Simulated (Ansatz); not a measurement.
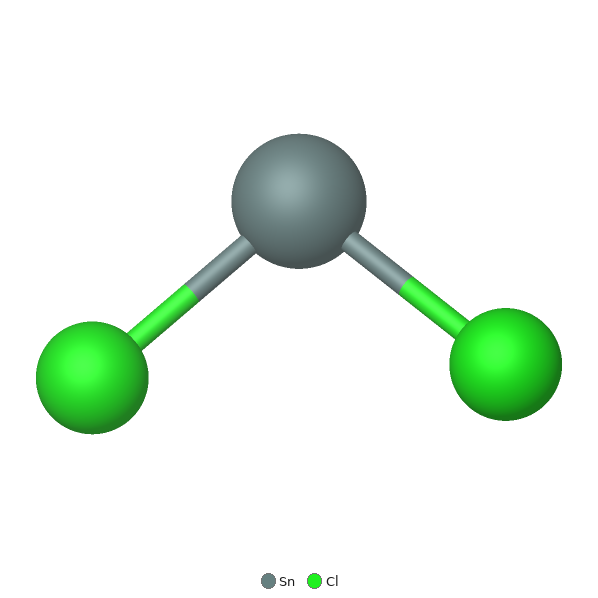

Rendered structure (ball-and-stick style). Every bond is drawn as one stick, whatever its order.

The computed structure is the end point of a PBE0-D4/def2-TZVP optimisation.

Give the formula.

Answer. SnCl2, 3 atoms: 1 tin and 2 chlorine.

What is the point group of this geometry?

Answer. C2v.

Count the bonded pairs by element.

Answer. 2 Cl–Sn. Sticks follow a distance rule.

The parts below concern this one geometry. Atoms keep their numbers from picture to picture.

## Shape

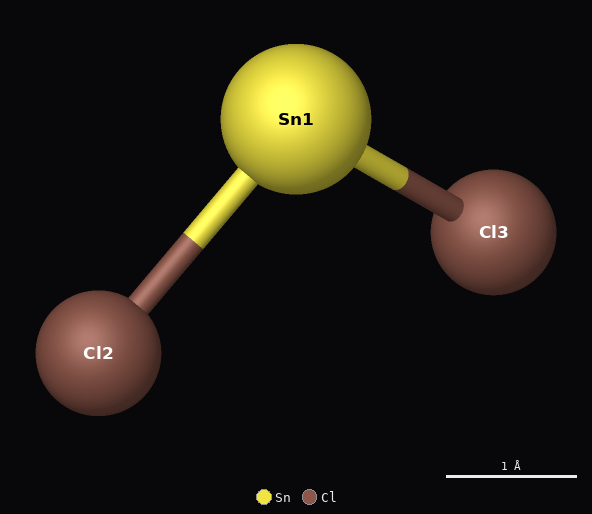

Which atoms are bonded, and how long are the bonds?

| bond | length (Å) |
| --- | --- |
| Sn1–Cl2 | 2.363 |
| Sn1–Cl3 | 2.363 |

## Thermal motion

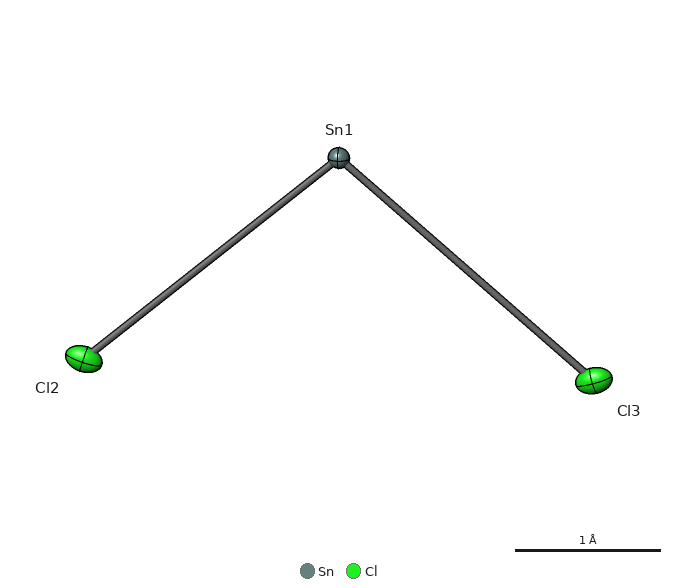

Displacement ellipsoids at the 50 % level, enlarged 2 times, from the internal vibrations of the free molecule (harmonic, no overall translation or rotation; no half-axis is drawn under 0.075 Å). Vibrations computed with RKS PBE0-D4/def2-TZVP, core potentials on Sn (Ansatz 0.2.0). Temperature: 0 K (zero-point motion alone).

List U_eq and the three principal root-mean-square amplitudes for each kind of atom.

```
    atom  U_eq (Å²)   rms amplitudes (Å)
     Sn1    0.00013  0.000, 0.010, 0.016
Cl2, Cl3    0.00090  0.000, 0.030, 0.042
```

## Dipole moment

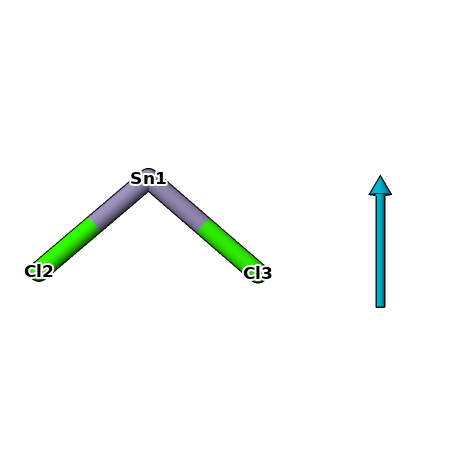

The arrow beside the molecule shows the direction of the dipole moment, from the negative to the positive end (its length means nothing). Method: RKS PBE0-D4/def2-TZVP, core potentials on Sn (Ansatz 0.2.0).

Estimate the dipole moment.

Answer. 3.25 D; it points from the side of Cl2, Cl3 to the side of Sn1 (the outermost atoms at the two ends).

## Charges

The questions are on Mulliken charges. Method: RKS PBE0-D4/def2-TZVP, core potentials on Sn (Ansatz 0.2.0).

List the Mulliken charges.

| atom | value (e) |
| --- | --- |
| Sn1 | 0.76 |
| Cl2 | −0.38 |
| Cl3 | −0.38 |

Mulliken values depend strongly on the basis set and can even reverse the polarity of a bond.
